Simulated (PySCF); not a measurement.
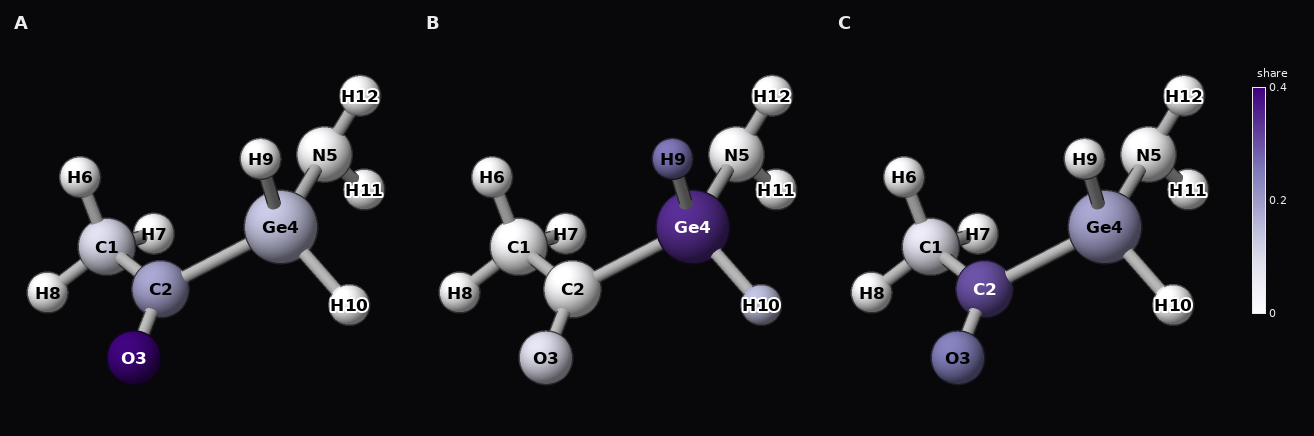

Each panel colours the atoms by their Löwdin share in one orbital (up to four of the largest shares; other atoms are shown as zero). The geometry was computed by an optimisation with PBE0-D3(BJ)/def2-SVP. No frequency run is at hand to confirm it as a minimum. Level of theory: BHandHLYP/def2-SVPD (PySCF 2.14.0).

The panels show the HOMO−2, HOMO, LUMO, in some order. Which is which?

Answer. A: HOMO, −8.05 eV; O3 0.40, C2 0.19, Ge4 0.14, C1 0.10
B: HOMO−2, −10.88 eV; Ge4 0.34, H9 0.26, H10 0.15, O3 0.09
C: LUMO, 0.04 eV; C2 0.30, O3 0.24, Ge4 0.19, C1 0.07
